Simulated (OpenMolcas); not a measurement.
# SiNH₄: single-point calculation (part 2 of 2)

The same run, continued: SiNH₄, multiplicity 4, SMILES [NH][SiH3]; M06-2X/def2-TZVP, UKS (OpenMolcas 26.06). The geometry is that of the parent species in another charge or spin state. The geometry comes from this level: PBE0-D4/def2-TZVP.

Geometry of the input (Å):
```
N  0.5921  -0.8352  0.9095
Si -0.2037  0.3476  -0.1100
H  0.9228  -1.6407  0.3727
H  -1.3106  -0.2823  -0.8855
H  0.7895  0.9118  -1.0689
H  -0.7481  1.4348  0.7362
```

### Output, continued
```
   9  -346.315159667  -602.815542945   199.825958178  -9.73E-04*   4.90E-02*   1.98E-02*    3.44E-01   1.35E+02   EDIIS        3.
  10  -346.317558438  -602.938816103   199.946832566  -2.40E-03*   5.77E-02*   6.37E-03*    3.14E-01   1.35E+02   c2DIIS       3.
  11  -346.318160855  -602.841577031   199.848991076  -6.02E-04*   5.20E-02*   3.34E-03*    1.99E-01   1.35E+02   QNRc2DIIS    3.
  12  -346.318443560  -602.881589306   199.888720646  -2.83E-04*   1.57E-01*   3.93E-03*    1.81E-01   1.35E+02   QNRc2DIIS    3.
  13  -346.318796166  -602.846060416   199.852839151  -3.53E-04*   1.82E-02*   6.79E-04*    4.78E-01   1.35E+02   QNRc2DIIS    3.
  14  -346.318816870  -602.820163579   199.826921609  -2.07E-05*   1.09E-02*   3.99E-04*    4.96E-02   1.35E+02   QNRc2DIIS    3.
  15  -346.318822269  -602.829709541   199.836462172  -5.40E-06*   7.03E-03*   1.71E-04*    4.17E-02   1.35E+02   QNRc2DIIS    3.
  16  -346.318823254  -602.821849873   199.828601518  -9.85E-07*   3.01E-03*   1.18E-04*    3.25E-02   1.35E+02   QNRc2DIIS    3.
  17  -346.318823576  -602.823476383   199.830227707  -3.21E-07*   1.06E-03*   3.90E-05*    7.16E-03   1.35E+02   QNRc2DIIS    3.
  18  -346.318823626  -602.823296219   199.830047493  -5.00E-08*   3.28E-04*   8.50E-06*    3.24E-03   1.35E+02   QNRc2DIIS    3.
  19  -346.318823630  -602.823226820   199.829978090  -4.80E-09*   1.06E-04*   4.66E-06*    1.07E-03   1.35E+02   QNRc2DIIS    3.
  20  -346.318823631  -602.823253687   199.830004955  -9.40E-10*   4.91E-05*   1.36E-06*    5.12E-04   1.35E+02   QNRc2DIIS    3.
  21  -346.318823631  -602.823252864   199.830004132  -1.21E-10*   1.13E-05*   4.89E-07*    2.21E-04   1.35E+02   QNRc2DIIS    3.
  22  -346.318823631  -602.823259440   199.830010708  -1.02E-11    5.55E-06    3.72E-07*    5.13E-05   1.35E+02   QNRc2DIIS    3.
  23  -346.318823631  -602.823254478   199.830005746  -1.82E-12    3.45E-06    8.25E-08     2.40E-05   1.35E+02   QNRc2DIIS    3.

       Convergence after  23 Iterations
--

 *****************************************************************************************************************************
 *                                             SCF/KS-DFT Program, Final results                                             *
 *                                                       Final Results                                                       *
 *****************************************************************************************************************************

::    Total KS-DFT energy                            -346.3188236315
      One-electron energy                            -602.8232544776
      Two-electron energy                             199.8300057461
      Nuclear repulsion energy                         56.6744251000
      Kinetic energy (interpolated)                   345.7727976121
      Virial theorem                                    1.0015791468
      Total spin, S(S+1)                                3.7611439107
      Total spin, S                                     1.5027840400
      Max non-diagonal density matrix element           0.0000025105
      Max non-diagonal Fock matrix element              0.0000000964

      All orbitals with orbital energies smaller than  E(LUMO)+0.5 are printed

++    Molecular orbitals:
      -------------------

      Title: UKS-DFT orbitals (alpha)

      Molecular orbitals for symmetry species 1: a

          Orbital            1         2         3         4         5         6         7         8         9        10
          Energy          -67.0406  -14.9172   -5.5797   -3.8937   -3.8893   -3.8889   -1.0841   -0.6809   -0.6051   -0.5394
          Occ. No.          1.0000    1.0000    1.0000    1.0000    1.0000    1.0000    1.0000    1.0000    1.0000    1.0000

          Orbital           11        12        13        14        15        16        17        18        19        20
          Energy           -0.5339   -0.4213   -0.4183   -0.1076    0.0491    0.0693    0.0716    0.0994    0.1824    0.1859
          Occ. No.          1.0000    1.0000    1.0000    1.0000    0.0000    0.0000    0.0000    0.0000    0.0000    0.0000

          Orbital           21        22        23        24        25        26        27        28        29        30
          Energy            0.2139    0.2315    0.2379    0.2583    0.3033    0.3089    0.3443    0.4047    0.4123    0.4438
          Occ. No.          0.0000    0.0000    0.0000    0.0000    0.0000    0.0000    0.0000    0.0000    0.0000    0.0000

          Orbital           31        32        33
          Energy            0.4518    0.5196    0.5373
          Occ. No.          0.0000    0.0000    0.0000

--

      All orbitals with orbital energies smaller than  E(LUMO)+0.5 are printed

++    Molecular orbitals:
      -------------------

      Title: UKS-DFT orbitals (beta)

      Molecular orbitals for symmetry species 1: a

          Orbital            1         2         3         4         5         6         7         8         9        10
          Energy          -67.0392  -14.8880   -5.5797   -3.8895   -3.8894   -3.8884   -0.9542   -0.6427   -0.5255   -0.4201
          Occ. No.          1.0000    1.0000    1.0000    1.0000    1.0000    1.0000    1.0000    1.0000    1.0000    1.0000

          Orbital           11        12        13        14        15        16        17        18        19        20
          Energy           -0.4149   -0.1999   -0.1632   -0.0247    0.0319    0.0732    0.0738    0.0946    0.1595    0.1626
          Occ. No.          1.0000    0.0000    0.0000    0.0000    0.0000    0.0000    0.0000    0.0000    0.0000    0.0000

          Orbital           21        22        23        24        25        26
          Energy            0.2209    0.2304    0.2344    0.2645    0.2724    0.2888
          Occ. No.          0.0000    0.0000    0.0000    0.0000    0.0000    0.0000

--

++    Molecular charges:
      ------------------

      Mulliken charges per centre and basis function type
      ---------------------------------------------------

                            N1                      SI2                     H3                      H4                      H5                      H6
                     alpha        beta       alpha        beta       alpha        beta       alpha        beta       alpha        beta       alpha        beta
      1s           1.5686      1.7722      2.6873      2.6440      0.7400      0.3172      0.5061      0.4072      0.5083      0.4101      0.4785      0.4770
      2px          0.8933      0.1794      1.5239      1.3903      0.0064      0.0013      0.0024      0.0022      0.0028      0.0012      0.0010      0.0008
      2pz          0.8358      0.1006      1.4971      1.3057      0.0077      0.0049      0.0015      0.0014      0.0019      0.0018      0.0024      0.0012
      2py          0.7271      0.5211      1.7598      1.3342      0.0125      0.0069      0.0027      0.0005      0.0016      0.0009      0.0026      0.0021
      3d2+         0.0011      0.0018      0.0210      0.0078      0.0000      0.0000      0.0000      0.0000      0.0000      0.0000      0.0000      0.0000
      3d1+         0.0013      0.0016      0.0606      0.0307      0.0000      0.0000      0.0000      0.0000      0.0000      0.0000      0.0000      0.0000
      3d0          0.0009      0.0013      0.0094      0.0034      0.0000      0.0000      0.0000      0.0000      0.0000      0.0000      0.0000      0.0000
      3d1-         0.0034      0.0037      0.0718      0.0364      0.0000      0.0000      0.0000      0.0000      0.0000      0.0000      0.0000      0.0000
      3d2-         0.0008      0.0015      0.0373      0.0179      0.0000      0.0000      0.0000      0.0000      0.0000      0.0000      0.0000      0.0000
      4f3+         0.0001      0.0002      0.0023      0.0004      0.0000      0.0000      0.0000      0.0000      0.0000      0.0000      0.0000      0.0000
      4f2+         0.0001      0.0001      0.0034      0.0012      0.0000      0.0000      0.0000      0.0000      0.0000      0.0000      0.0000      0.0000
      4f1+         0.0000      0.0000      0.0016      0.0009      0.0000      0.0000      0.0000      0.0000      0.0000      0.0000      0.0000      0.0000
      4f0         -0.0000      0.0000      0.0026      0.0006      0.0000      0.0000      0.0000      0.0000      0.0000      0.0000      0.0000      0.0000
      4f1-         0.0000      0.0000      0.0033      0.0019      0.0000      0.0000      0.0000      0.0000      0.0000      0.0000      0.0000      0.0000
      4f2-         0.0001      0.0001      0.0036      0.0039      0.0000      0.0000      0.0000      0.0000      0.0000      0.0000      0.0000      0.0000
      4f3-         0.0000      0.0000      0.0040      0.0003      0.0000      0.0000      0.0000      0.0000      0.0000      0.0000      0.0000      0.0000
      Total        4.0326      2.5836      7.6890      6.7796      0.7666      0.3304      0.5126      0.4112      0.5146      0.4141      0.4845      0.4811
      Total              6.6162                 14.4686                  1.0970                  0.9238                  0.9287                  0.9657

      Charge            0.3838                 -0.4686                 -0.0970                  0.0762                  0.0713                  0.0343

      Total electronic charge=   25.000000

      Total            charge=   -0.000000
--

++    Molecular orbitals:
      -------------------

      Title: Natural orbitals

      Molecular orbitals for symmetry species 1: a

          Orbital            1         2         3         4         5         6         7         8         9        10
          Energy          -67.0397  -14.8931   -5.5703   -3.8893   -3.8944   -3.8997   -0.6547   -0.5953   -0.7116   -0.5250
          Occ. No.          2.0000    2.0000    2.0000    2.0000    2.0000    2.0000    1.9999    1.9994    1.9992    1.9980

          Orbital           11        12        13        14        15        16        17        18        19        20
          Energy           -0.6114   -0.3606   -0.3180   -0.0526    0.3312    0.2863    0.4993    0.5502    0.5341    2.2569
          Occ. No.          1.9980    1.0000    1.0000    1.0000    0.0020    0.0020    0.0008    0.0006    0.0001    0.0000

          Orbital           21        22        23        24        25        26        27        28        29        30
          Energy            4.6717    1.7874    2.8374    3.0648    9.3743    0.2939    0.4252    0.2444    0.3937    0.2713
          Occ. No.          0.0000    0.0000    0.0000    0.0000    0.0000    0.0000    0.0000    0.0000    0.0000    0.0000

          Orbital           31        32        33        34        35        36        37        38        39        40
          Energy            0.4662    0.5010    0.4767    0.6764    0.8277    0.7324    0.6017    0.4533    1.0434    1.1093
          Occ. No.          0.0000    0.0000    0.0000    0.0000    0.0000    0.0000    0.0000    0.0000    0.0000    0.0000

          Orbital           41        42        43        44        45        46        47        48        49        50
          Energy            1.7788    1.5921    1.9247    2.8531    1.6675    1.1465    2.8074    0.8424    1.6937    1.7855
          Occ. No.          0.0000    0.0000    0.0000    0.0000    0.0000    0.0000    0.0000    0.0000    0.0000    0.0000

          Orbital           51        52        53        54        55        56        57        58        59        60
          Energy            1.5882    1.0815    1.9249    1.1170    2.2307    4.4682    1.0305    4.5324    1.8919    1.2402
          Occ. No.          0.0000    0.0000    0.0000    0.0000    0.0000    0.0000    0.0000    0.0000    0.0000    0.0000

          Orbital           61        62        63        64        65        66        67        68        69        70
          Energy            0.9324    4.1584    1.1156    2.6809    2.1036    1.8870   30.1244    1.8168    3.8899    4.0888
          Occ. No.          0.0000    0.0000    0.0000    0.0000    0.0000    0.0000    0.0000    0.0000    0.0000    0.0000

          Orbital           71        72        73        74        75        76        77        78        79        80
          Energy            1.9954    1.0922    2.4688    2.6283    3.0361    4.2030    1.8899    3.7991    2.8185    3.7420
          Occ. No.          0.0000    0.0000    0.0000    0.0000    0.0000    0.0000    0.0000    0.0000    0.0000    0.0000

          Orbital           81        82        83        84        85        86        87        88
          Energy            2.0305    5.3041    3.8053    1.8150    4.4575    1.8483    1.4095    4.6476
          Occ. No.          0.0000    0.0000    0.0000    0.0000    0.0000    0.0000    0.0000    0.0000

--

++    Molecular properties:
      ---------------------

      Charge (e):
                      =   -0.0000
      Dipole Moment (debye):
      Origin of the operator (angstrom)=    0.0488   -0.0335    0.1914
                   X=  4.4963E-01               Y= -4.5284E-01               Z=  1.2257E+00           Total=  1.3819E+00
      Quadrupole Moment (debye*angstrom):
      Origin of the operator (angstrom)=    0.0488   -0.0335    0.1914
                  XX= -2.4057E+01              XY=  1.2610E+00              XZ=  4.5598E-01              YY= -2.6073E+01
                  YZ= -8.1556E-01              ZZ= -2.3764E+01
      In traceless form (debye*angstrom)
                  XX=  8.6139E-01              XY=  1.8915E+00              XZ=  6.8397E-01              YY= -2.1624E+00
                  YZ= -1.2233E+00              ZZ=  1.3010E+00
--

--- Stop Module: scf /rc=_RC_ALL_IS_WELL_ ---
--- Module scf spent 1 minute 21 seconds ---

.##################.
.# Happy landing! #.
.##################.

    Timing: Wall=83.92 User=78.24 System=5.54
```

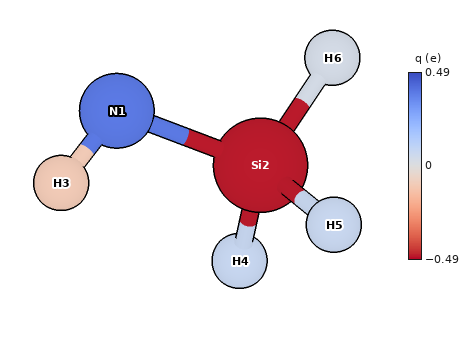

**Figure 1.** Mulliken charges, as the colour of each atom (ball-and-stick view, seen at a tilt; atoms are numbered from 1 in the order of the input). By element: N +0.38, Si −0.47 and H −0.10 to +0.08 e.

### Results in brief

| quantity | value |
| --- | --- |
| outcome | converged |
| total energy | −346.318824 hartree |
| basis functions | 92 |
| ⟨S²⟩ | 3.761 |
| dipole moment | 1.38 debye |
| wall time | 84 s |
| peak memory | 0.51 GiB |
